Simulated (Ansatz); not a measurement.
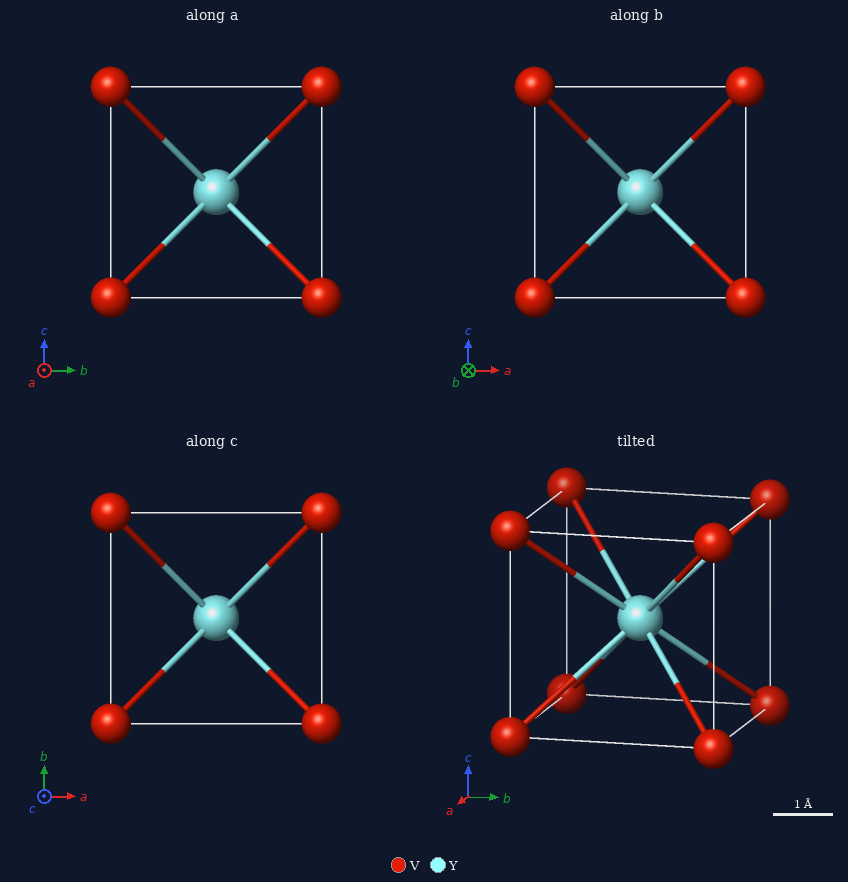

This ball-and-stick model is shown along the a axis, along the b axis, along the c axis and slightly off an axis. The wireframe shows the conventional unit cell.

Lattice parameters: a = 3.616 Å, b = 3.616 Å, c = 3.616 Å, α = 90.00°, β = 90.00°, γ = 90.00°.

From the views, write a table of Wyckoff sites.

Answer. Space group Pm-3m (No. 221).
| atom | site | x | y | z |
| --- | --- | --- | --- | --- |
| V | 1a | 0.0000 | 0.0000 | 0.0000 |
| Y | 1b | 0.5000 | 0.5000 | 0.5000 |

The structure was taken from a structure type filled with these elements by a generator (whether the compound takes this form wasn't checked). Earlier steps of the study may have refined or changed the cell and positions. It went into a calculation with Ansatz.
